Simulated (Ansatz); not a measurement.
# CH5SSi: the cost of one run

All numbers below are computed with Ansatz 0.2.0 (RHF/def2-TZVP).

### Step 1. The structure to begin with

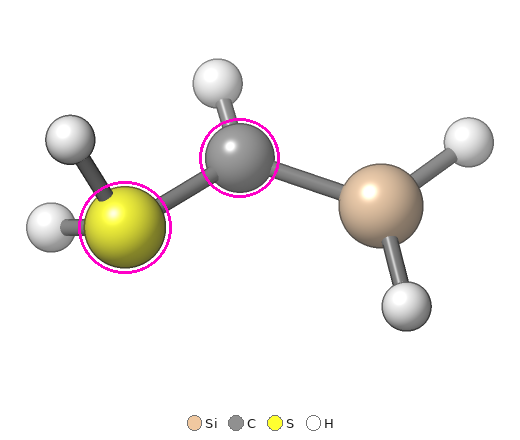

The starting structure, seen from a chosen angle (silicon light orange, carbon grey, sulfur yellow, hydrogen white). Ringed: C2, S3.

As a file:

```xyz
8

Si   -0.8664    0.9827   -0.9890
C     0.1202    0.2449    0.3049
S     0.5716   -1.4582    0.3234
H    -1.3433    0.1829   -2.1021
H    -1.1783    2.3929   -0.8998
H     0.4945    0.8083    1.1458
H     1.9041   -1.3719    0.5987
H     0.2977   -1.7817    1.6181
```

### Step 2. Relaxing end A

The input, input.yaml:

```yaml
crystal:
  periodic: [false, false, false]
  atoms:
    - { symbol: Si, position_ang: [-0.86644, 0.98272, -0.98902] }
    - { symbol: C, position_ang: [0.12021, 0.24491, 0.30488] }
    - { symbol: S, position_ang: [0.57159, -1.45818, 0.32342] }
    - { symbol: H, position_ang: [-1.34332, 0.18287, -2.10205] }
    - { symbol: H, position_ang: [-1.17833, 2.39292, -0.89983] }
    - { symbol: H, position_ang: [0.49446, 0.80834, 1.14575] }
    - { symbol: H, position_ang: [1.90411, -1.37187, 0.59871] }
    - { symbol: H, position_ang: [0.29772, -1.78171, 1.61814] }
total_charge: 1
basis:
  gaussian: { orbitals: def2-TZVP }
hamiltonian:
  xc: hf
relax:
  f_tol: 0.015
  max_steps: 40
output:
  orbitals: {}
```

Launch:

```
$ ansatz run input.yaml --threads 2 --pin off --max-ram 3072MiB --backend cpu --events-out ev --progress --plain --runs-dir out
```

**Question.** How long does this run take on 2 threads of Intel Xeon Platinum 8488C (Sapphire Rapids), shared host, and how much memory does it need?

About 12 s, with a peak of 0.3 GiB.
